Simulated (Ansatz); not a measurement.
Cubic perovskite SrTiO3 (cubic form, which distorts at low temperature) was calculated with HSE06 in Ansatz (PAW).

Run with plane-wave cutoff 460 eV, 6×6×6 k mesh, Fermi–Dirac smearing 0.01 eV, no spin polarisation, scalar-relativistic PAW data made under PBE.

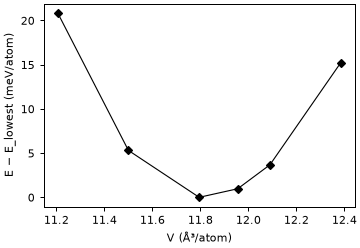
Figure: Total energy against volume

Question: From the curve, estimate the equilibrium volume and the bulk modulus.

Answer: V0 ≈ 11.8 Å³/atom and B0 ≈ 190 GPa; the fit gives V0 = 11.815 Å³/atom, B0 = 193 GPa, B′ = 4.3.

Measured, for comparison: bulk modulus 172 GPa (room temperature, no zero-point or thermal correction, Murnaghan fit, our sources range from 165 to 179; as tabulated in Guennou et al. (2010), arXiv:0910.0710); equilibrium volume per atom 11.77 Å³/atom (0 K, cubic phase extrapolated to 0 K; as tabulated in Bilc et al. (2008), arXiv:0805.0753). Computed (rounded) less measured: bulk modulus +12 % (+8 % to +17 % over the range), equilibrium volume per atom +0.4 %.

Note: the relaxation could not lower the start's symmetry, so the cell can be a saddle point above a distorted one.

Static lattice: no zero-point or thermal effects.

Ansatz is a quantum-chemistry and plane-wave program.
